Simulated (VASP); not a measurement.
Energy against volume of CsCl (CsCl type). All values below come from PBE0 hybrid, VASP's PBE PAW potentials (set 64) (plane waves; VASP).

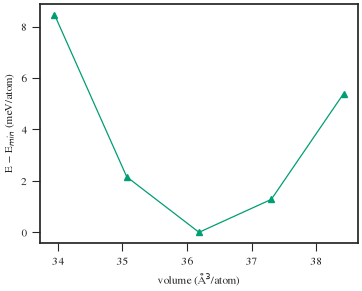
*Energy against volume*

Q: Estimate the equilibrium volume and the bulk modulus.

A: The minimum lies near 36.3 Å³/atom, and the curvature gives B0 of about 16 GPa.

The compound is CsCl in the CsCl type structure. It was relaxed first. The cell's shape comes from a PBE relaxation.
